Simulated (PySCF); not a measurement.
SMILES C[N](C)[Mg][NH2] at its CAM-B3LYP/def2-SVP optimised geometry (Å):

```
13

Mg    -0.4493     0.0017     0.0000
N     -2.3337    -0.0014     0.0032
H     -2.9380    -0.6483    -0.4963
H     -2.9403     0.6422     0.5044
N      1.4556     0.0017     0.0000
C      2.2747     0.7374    -0.9304
C      2.2684    -0.7351     0.9353
H      2.9403     1.4706    -0.4254
H      2.9412     0.0772    -1.5266
H      1.6642     1.3073    -1.6521
H      2.9347    -1.4706     0.4346
H      2.9335    -0.0758     1.5342
H      1.6530    -1.3027     1.6545
```

Calculation: CAM-B3LYP/def2-TZVP run with PySCF. Cells within 0.4 Å of a nucleus heavier than hydrogen are left out (blank, or x).

Map of the electron localisation function on the plane z = 0.8 Å:

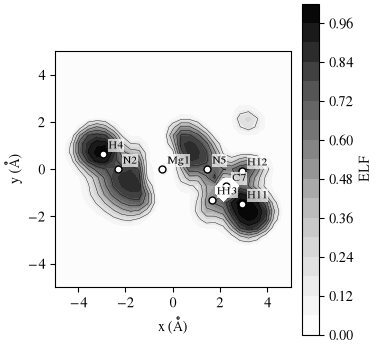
Fig. 1. Electron localisation function on the plane z = 0.8 Å.
